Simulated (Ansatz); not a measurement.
AlH$_{7}$SiSn (SMILES [SiH3][AlH][SnH3])

Input

```
crystal:
  periodic: [false, false, false]
  atoms:
    - {symbol: Si, position_ang: [-1.727607, 1.016859, -0.987444]}
    - {symbol: Al, position_ang: [0.630941, 0.366064, -0.771792]}
    - {symbol: Sn, position_ang: [1.403794, -1.143735, 1.279557]}
    - {symbol: H, position_ang: [-2.584512, -0.202661, -1.056026]}
    - {symbol: H, position_ang: [-2.025795, 1.852509, -2.183846]}
    - {symbol: H, position_ang: [-2.154543, 1.780133, 0.221460]}
    - {symbol: H, position_ang: [1.723199, 0.824470, -1.833143]}
    - {symbol: H, position_ang: [2.607999, -0.374345, 2.224606]}
    - {symbol: H, position_ang: [0.128429, -1.541490, 2.349762]}
    - {symbol: H, position_ang: [2.081396, -2.629005, 0.759769]}
basis:
  gaussian: {orbitals: def2-TZVPP}
hamiltonian: {xc: pbe0, dispersion: d4}
output: {orbitals: {seedname: orbitals}}
```

Launched as:

```sh
ansatz run in.yaml --threads 2 --pin off --events-out ev --progress --plain --max-ram 4352MiB
```

Geometry: PBE0-D4/def2-TZVP; core potentials replace the inner electrons of Sn.

Theory: Ansatz 0.2.0, RKS PBE0-D4/def2-TZVPP.

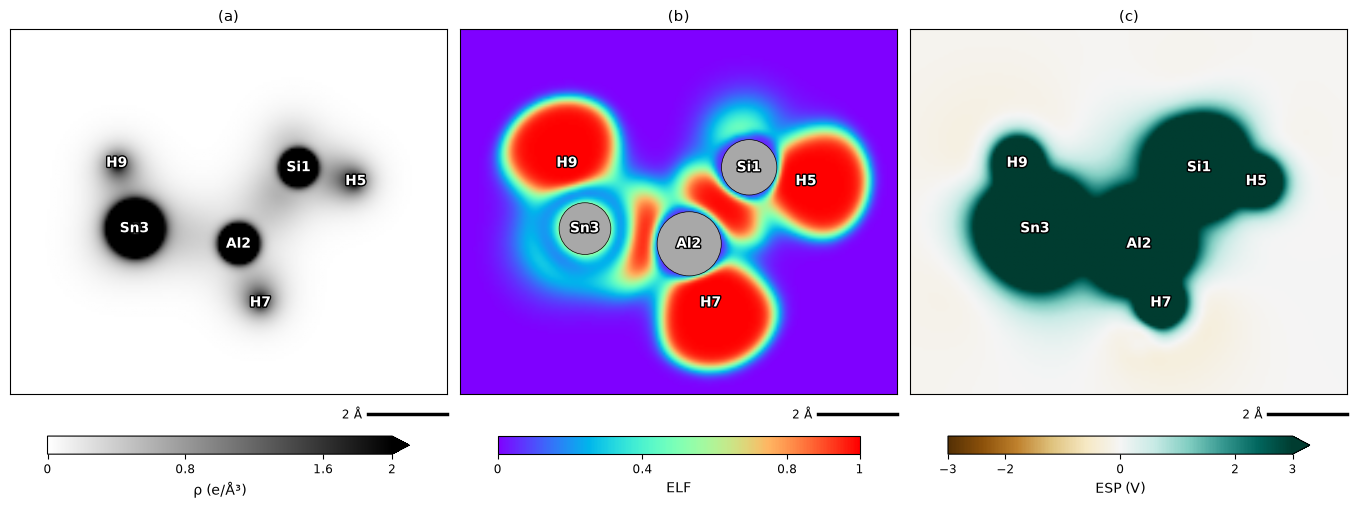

Figure 1. (a) electron density; (b) ELF; (c) molecular electrostatic potential on the plane of atoms Si1, Al2 and Sn3. Grey discs cover the atomic cores in the ELF map.

What do the fields say about this system?

Answer. The plane passes through Si, Al, Sn and H nuclei. Al–Si (2.46 Å): ρ at the midpoint is about 0.5 e/Å³; the ELF peaks at about 1 between the atoms: a shared electron pair. Al–Sn (2.66 Å): the density is about 0.42 e/Å³ at the midpoint, with its minimum of 0.37 e/Å³ about 0.9 Å from Al; the ELF peaks at about 0.95 between the atoms, as expected for a shared electron pair. Si–H (1.49 Å): ρ at the midpoint is about 0.79 e/Å³; the ELF climbs to about 1 towards the hydrogen, as it does in any bond to H. Al–H (1.59 Å): ρ at the midpoint is about 0.55 e/Å³; the ELF climbs to about 1 towards the hydrogen. Sn–H (1.71 Å): ρ at the midpoint is about 1.2 e/Å³; the ELF climbs to about 1 towards the hydrogen. The potential has no marked negative region in this plane.

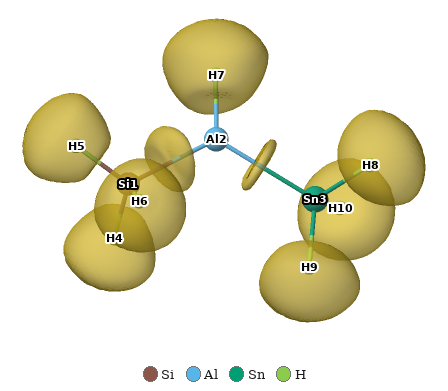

Figure 2. Isosurface of the ELF at 0.9 (yellow), seen at a tilt. Core shells and regions of very low density are left out.

What do the ELF domains correspond to?

Answer. The ELF exceeds this value in one region between bonded Al–Si atoms (shared pairs), one region between bonded Al–Sn atoms (shared pairs) and seven regions around hydrogen nuclei.

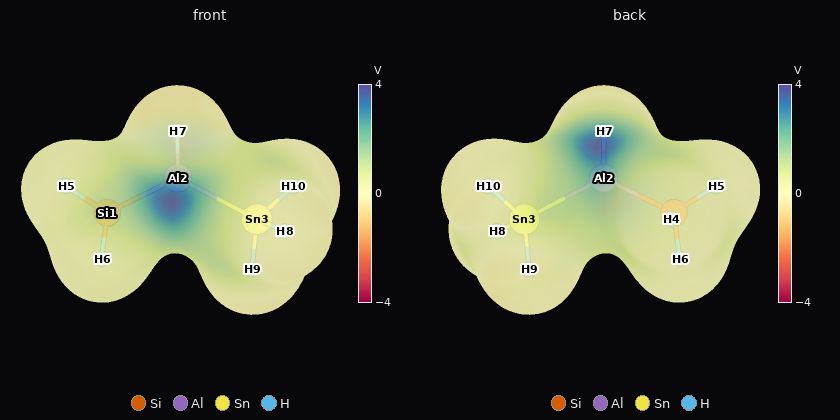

Figure 3. The electrostatic potential painted on the density surface at 0.002 e/bohr³, seen from the front and from behind; the colour scale runs from red (negative) to blue (positive).

Which sites attract a positive test charge, and which a negative one?

Answer. A positive charge is drawn to the negative regions and a negative charge to the positive ones. The most negative region (about −0.3 V) lies over H7, the most positive (about +3.7 V) over Al2.

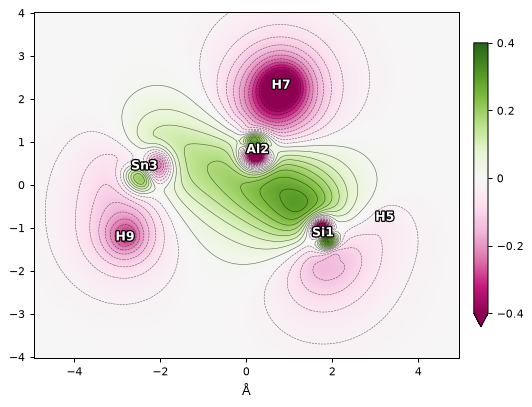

Figure 4. The HOMO−1 on the plane of atoms Si1, Al2 and H7 (values in Å⁻³ᐟ²; the overall sign is arbitrary).

Describe this orbital and give its energy.

Answer. It lies mainly on Al2 (about 30 %), H7 (about 25 %), Si1 (about 20 %) and Sn3 (about 10 %). Its energy is −8.07 eV.
